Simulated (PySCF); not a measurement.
# U-r2SCAN/STO-6G run of SiClF2 (SMILES F[Si](F)Cl)

Aim: the energy change on altering one bond length of SiClF2 at U-r2SCAN/STO-6G, from 2 runs. Input form: a Python script.

Program for the calculation: PySCF 2.14.0.

9 further runs of the same task are left out: 1 that didn't finish, 8 set aside as unsound or not needed.

**1. The system as given**

The species is SiClF2 (4 atoms), meant as a doublet with charge 0. SMILES: `F[Si](F)Cl`. The shape is that of a PBE0-D4/def2-TZVP optimisation.

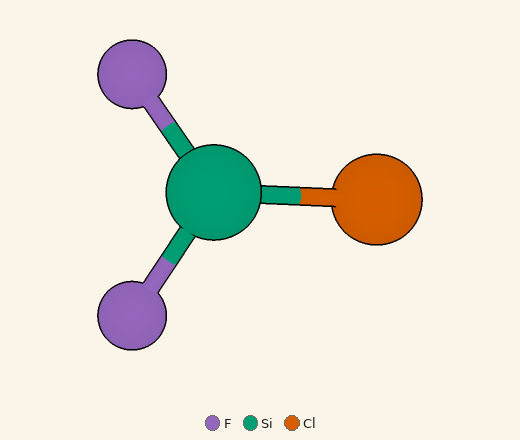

Viewed from a chosen angle; fluorine purple, silicon teal, chlorine orange.

**2. A single-point energy at U-r2SCAN/STO-6G**

input.py

```python
from pyscf import gto, dft

mol = gto.Mole()
mol.atom = '''
F      2.472140     0.243775     1.508001
Si     0.418007    -0.598098    -0.502100
F     -1.647463    -2.187169     0.973020
Cl    -1.242684     2.541493    -1.979110
'''
mol.verbose = 3
mol.charge = 0
mol.basis = 'sto-6g'
mol.unit = 'bohr'
mol.max_memory = 1860
mol.spin = 1
mol.build()

mf = dft.UKS(mol)
mf.xc = 'r2scan'
mf.conv_tol = 1e-10
mf.grids.level = 5
mf.kernel()
if not mf.converged:
    mf = mf.newton().run(mf.mo_coeff, mf.mo_occ)

e_tot = mf.e_tot
print('E = %.10f Eh' % e_tot)
```

Launch:

```bash
$ OMP_NUM_THREADS=1 python input.py
```

Standard output:

```text
WARN: HOMO -0.20128811804946 >= LUMO -0.201288118049461

converged SCF energy = -945.683899399523  <S^2> = 0.75116058  2S+1 = 2.0011602
E = -945.6838993995 Eh
```

It took 12 s on 1 thread of Arm Neoverse V1, shared host; peak memory 0.25 GiB.

**3. The distorted shape at the same level**

calc.py

```python
from pyscf import gto, dft

system = gto.M(
    atom=[
    ('F', (1.851731, 0.351763, 1.329880)),
    ('Si', (0.221200, -0.316500, -0.265700)),
    ('F', (-0.871800, -1.157400, 0.514900)),
    ('Cl', (-0.657600, 1.344900, -1.047300)),
],
    verbose=3,
    basis='sto-6g',
    max_memory=1860,
    spin=1,
)

mf = dft.UKS(system, xc='r2scan')
mf.grids.level = 5
mf.conv_tol = 1e-10
mf.kernel()
if not mf.converged:
    mf = mf.newton().run(mf.mo_coeff, mf.mo_occ)

energy = mf.e_tot
print('E(%s) = %.9f' % ('R2SCAN', energy))
```

Launch:

```bash
$ OMP_NUM_THREADS=1 python calc.py
```

Standard output:

```text
WARN: HOMO -0.262431188122401 >= LUMO -0.262431188122402

converged SCF energy = -945.590443024897  <S^2> = 0.77154373  2S+1 = 2.0214289
E(R2SCAN) = -945.590443025
```

It took 26 s on 1 thread of Arm Neoverse V1, shared host; peak memory 0.25 GiB.

**4. Results**

Level: U-r2SCAN/STO-6G.

| quantity | value |
| --- | --- |
| first shape: total energy | -945.68390 Eh |
| first shape: dipole moment | 2.42 D |
| first shape: HOMO energy (highest over α and β) | -2.65 eV |
| first shape: LUMO energy (lowest over α and β) | -0.85 eV |
| first shape: ⟨S²⟩ | 0.751 |
| distorted shape: total energy | -945.59044 Eh |
| distorted shape: dipole moment | 2.12 D |
| distorted shape: HOMO energy (highest over α and β) | -3.18 eV |
| distorted shape: LUMO energy (lowest over α and β) | -1.59 eV |
| distorted shape: ⟨S²⟩ | 0.772 |
| energy change with the F1–Si2 bond stretched from 1.585 to 2.377 Å | 2.543 eV |

In words: With the F1–Si2 bond stretched from 1.585 to 2.377 Å the energy rises by 2.54 eV (59 kcal/mol). The first shape isn't relaxed at this level, so the change isn't measured from a minimum. The minimal basis adds a large error of its own. Mulliken charges (distorted shape) run from -0.35 on Cl4 to +0.64 on Si2; they depend strongly on the basis.
